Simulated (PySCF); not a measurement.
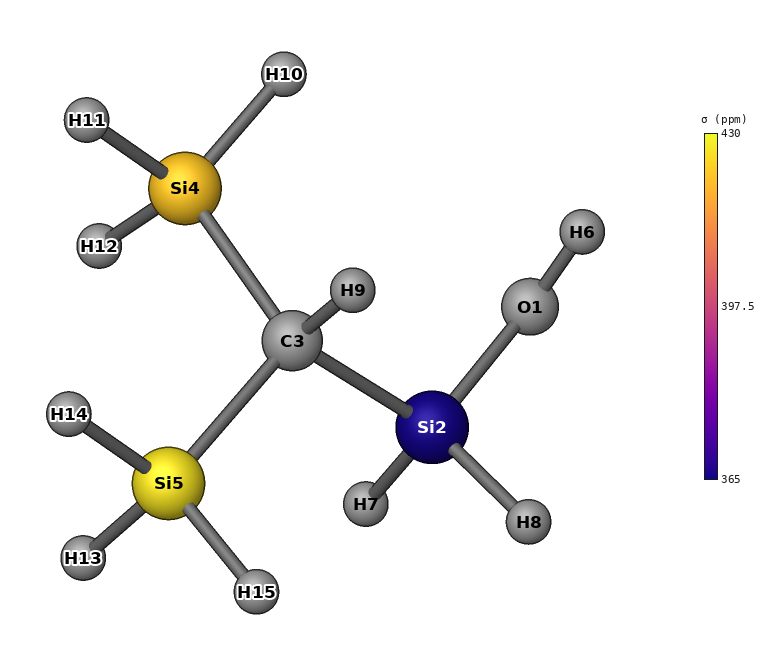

Atoms are coloured by their isotropic NMR shieldings (Si only, the others grey). The geometry was computed by an optimisation with GFN2-xTB. No frequency run is at hand to confirm it as a minimum. Properties computed with GIAO PBE0/pcSseg-1 NMR shielding, non-relativistic, gas phase (PySCF 2.14.0).

Give the isotropic NMR shieldings of the Si atoms atom by atom.

| atom | σ (ppm) |
| --- | --- |
| Si2 | 366.0 |
| Si4 | 422.2 |
| Si5 | 426.9 |

The geometry is semi-empirical. Around Si such bond lengths and angles can be off by a tenth of an ångström or more and by several degrees, and values that hang on the shape move with them.
